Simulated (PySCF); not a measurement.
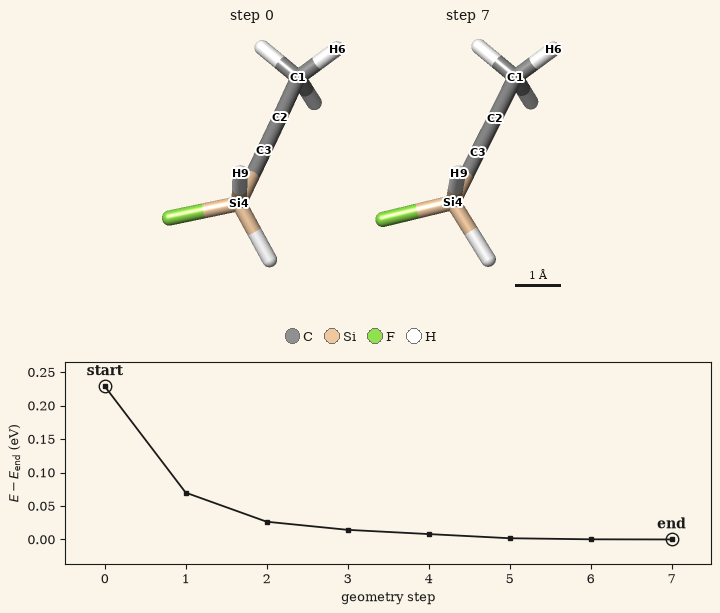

First and last geometry of a relaxation of C3H5FSi, with the history of the run. A stick model, seen from a free direction.

The start comes from GFN2-xTB. Its atoms were then displaced at random by about 0.01 Å.

Theory: PBE0-D3(BJ)/def2-SVP geometry optimisation, gas phase in PySCF. 

**What do the curves and the structures tell?**

It converged. The F atom moves most after the best rigid fit: 0.070 Å. Largest moves by element: F 0.070 Å, H 0.066 Å, C 0.061 Å, Si 0.060 Å. Among the contacts that change: C–Si 1.893 → 1.816 Å, H–Si 1.428 → 1.487 Å, C–C 1.420 → 1.449 Å, C–C 1.191 → 1.219 Å. Bond angles that change, for instance: H–Si–H 117.7° → 111.2°, C–Si–F 106.3° → 109.6°, H–C–H 110.7° → 108.1°. Over 7 geometry steps the energy falls by 0.229 eV. Cost: 37 s on 1 thread of Arm Neoverse N1, with other jobs on the host.

```csv
step,"E − E(0), eV"
0,0.0000
1,-0.1590
2,-0.2024
3,-0.2146
4,-0.2209
5,-0.2271
6,-0.2287
7,-0.2289
```
